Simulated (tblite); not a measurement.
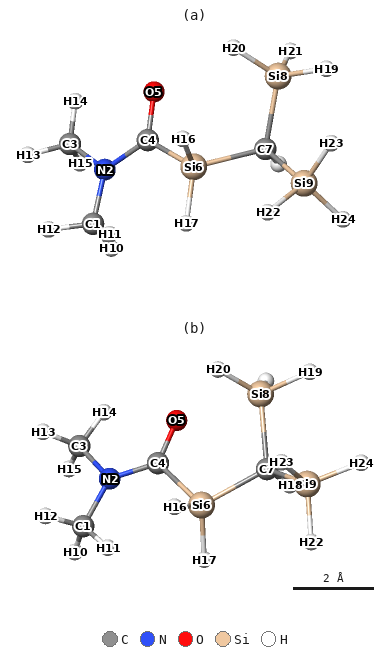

The structure of C$_{4}$H$_{15}$NOSi$_{3}$ before (top) and after (bottom) a relaxation, at one scale.

Style: ball-and-stick. Shown at a tilt.

The calculation used GFN2-xTB geometry optimisation, gas phase in tblite 0.8.0. 

What changed between the two?

The energy falls by 0.978 eV in 196 geometry steps. The atom that moves furthest after the best rigid fit is H24 (2.02 Å). Largest moves by element: H 2.02 Å, O 0.71 Å, Si 0.69 Å, C 0.39 Å, N 0.16 Å. Some distances before and after: O5–Si8 3.467 → 2.499 Å, C4–Si6 1.825 → 1.919 Å, N2–C4 1.428 → 1.342 Å, C7–Si8 1.875 → 1.931 Å. Among the angles between lasting bonds that change: C7–Si6–H16 103.5° → 115.4°, H20–Si8–H21 109.0° → 118.9°, C4–Si6–C7 112.6° → 103.3°. Groups turn about C7–Si9 by about 55°, C4–Si6 by about 40°, Si6–C7 by about 35°. Cost: 2.5 s on 1 thread of Arm Neoverse V1, with other jobs on the host.
